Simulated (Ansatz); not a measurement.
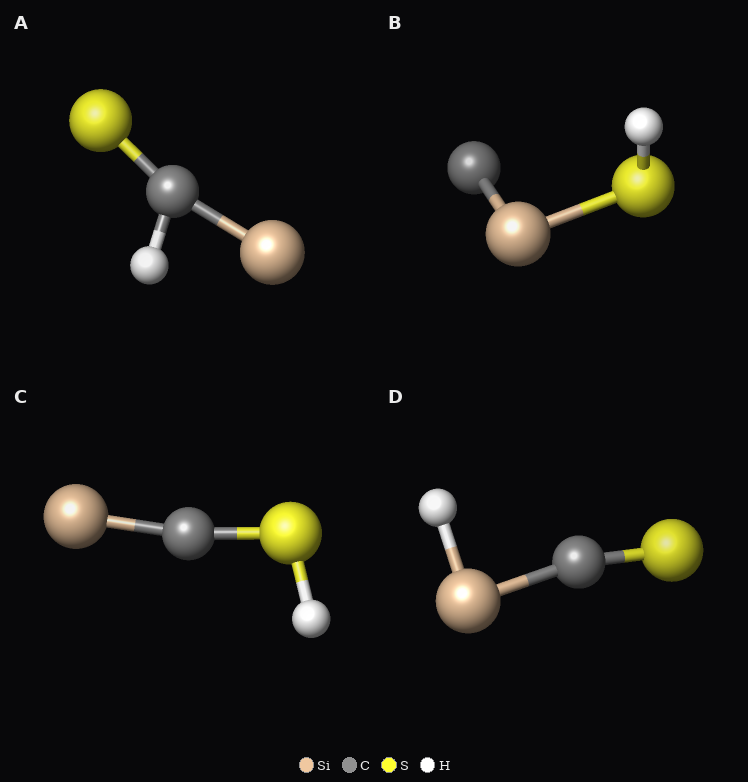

4 stationary structures of one formula. State: charge +1, singlet. Geometries: PBE-D4/def2-SVP. Electronic energies: PBE-D4/def2-SVP (Ansatz 0.2.0), without zero-point energy. No frequency run is at hand to confirm each as a minimum.

### Which structure is the most stable?

D is lowest; A lies 0.336 eV above it, C lies 0.639 eV above it, B lies 3.982 eV above it (C1).
